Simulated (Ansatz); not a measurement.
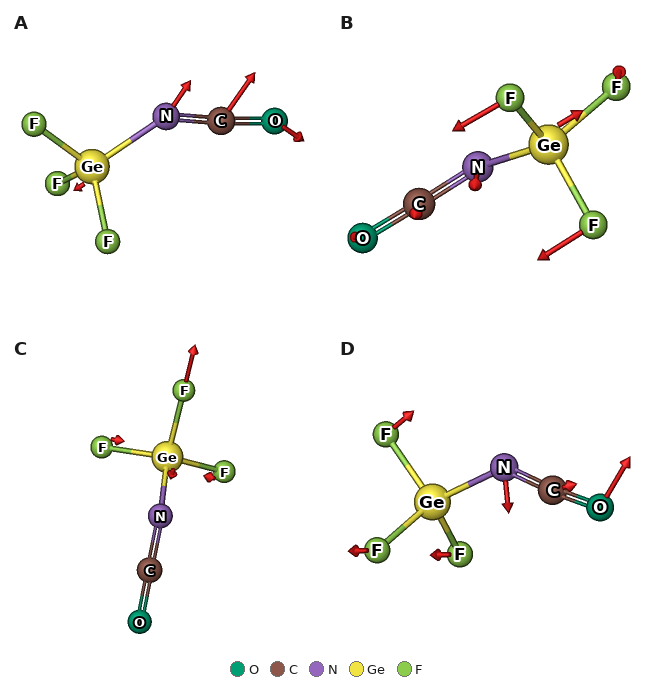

4 normal modes of one molecule or complex, as arrows. Harmonic vibrations computed with RKS PBE0-D4/def2-TZVP (Ansatz 0.2.0) at a stationary point of the same level.

Question: Match the panels to the wavenumbers 75 cm⁻¹, 273 cm⁻¹, 554 cm⁻¹, 789 cm⁻¹.

Answer: A: 554 cm⁻¹, Ge–N stretching
B: 273 cm⁻¹, angle bending
C: 789 cm⁻¹, Ge–F stretching
D: 75 cm⁻¹, C–N–Ge bending
